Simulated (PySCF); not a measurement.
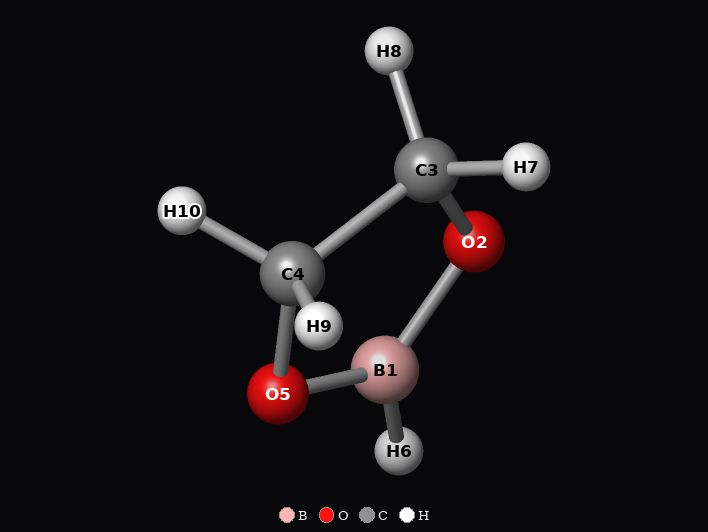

The geometry was computed by an optimisation with GFN2-xTB. No frequency run is at hand to confirm it as a minimum. Properties computed with delta-SCF UKS SCAN, pcX-2 on the ionised atom, pcseg-1 elsewhere, spin-free X2C (PySCF 2.14.0).

Give the core-electron binding energies (to vacuum) of B1 1s, O2 1s, C3 1s.

```csv
atom,level,binding energy (eV)
B1,1s,197.1
O2,1s,538.8
C3,1s,292.7
```

The geometry is semi-empirical. Around B such bond lengths and angles can be off by a tenth of an ångström or more and by several degrees, and values that hang on the shape move with them.
